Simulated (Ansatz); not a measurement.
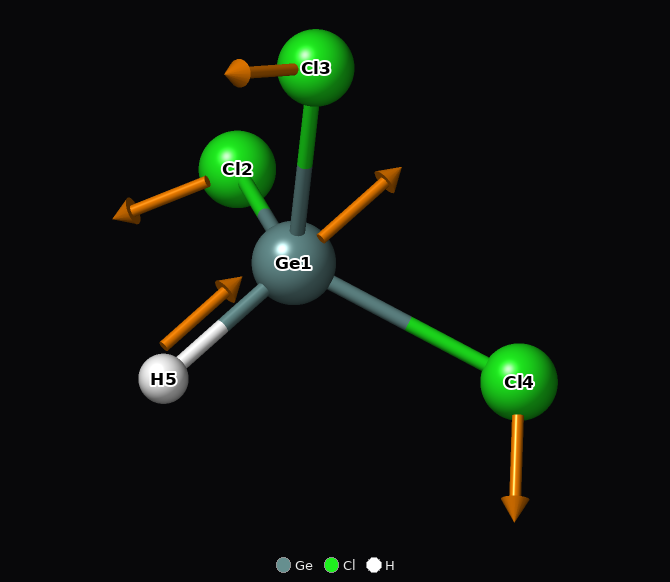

The arrows show one normal mode. Harmonic vibrations computed with RKS PBE0-D4/def2-TZVP (Ansatz 0.2.0) at a stationary point of the same level.

Q: Describe the motion.

A: Mostly angle bending.

Q: At what wavenumber does it lie?

A: 180 cm⁻¹; it is mode 3 of 9 counted from the lowest.
